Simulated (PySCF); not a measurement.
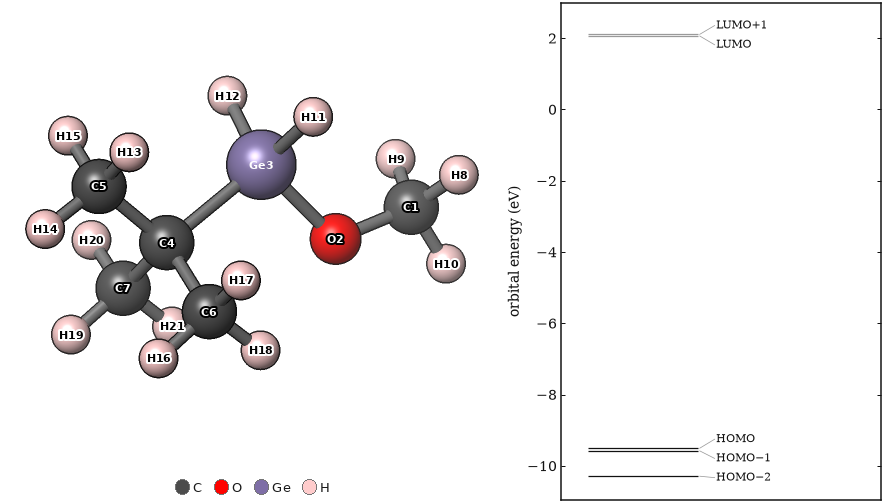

C₅H₁₄GeO, SMILES C[O][GeH2][C](C)(C)C, singlet. Kohn-Sham orbital energies near the frontier, ωB97X-D/def2-SVPD in PySCF 2.14.0, at a PBE0-D3(BJ)/def2-SVP geometry (no frequency check), isolated molecule; empty levels in grey, levels within 0.03 eV side by side.

### Where do the frontier orbitals lie?

HOMO at −9.50 eV, LUMO at 2.06 eV, 11.57 eV apart.

### How far below the HOMO does the next level lie?

0.08 eV.

Known limits of this run: one conformer of a flexible molecule; empty levels above zero depend strongly on the basis.
